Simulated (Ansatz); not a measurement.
Level of theory: PBE (plane waves to 420 eV, PAW; Ansatz, a first-principles code).

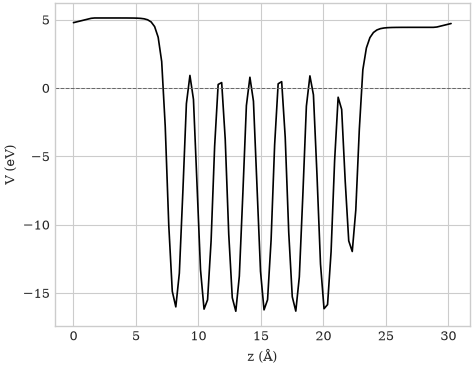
Figure: Plane-averaged electrostatic potential energy along the normal, in eV from the Fermi level, for a constructed model of the (111) surface of fcc Au, a pseudomorphic layer of Cu in the other hollow (bottom of the slab: a bare face, its two planes held)

Slab: 7 atoms, 14.2 Å thick at the start; k 15x15x1, smearing 0.1 eV, dipole-corrected; 2 atoms held, the rest relaxed; start symmetry kept, larger cells not searched; no spin, no spin-orbit, no U. In PBE it lies 0.02 eV a 1x1 cell over the lowest computed structure of the same composition (a pseudomorphic layer of Cu in the host's stacking).

The vacuum level lies 4.45 eV above the Fermi level over the top face and 5.13 eV above it under the bottom face.
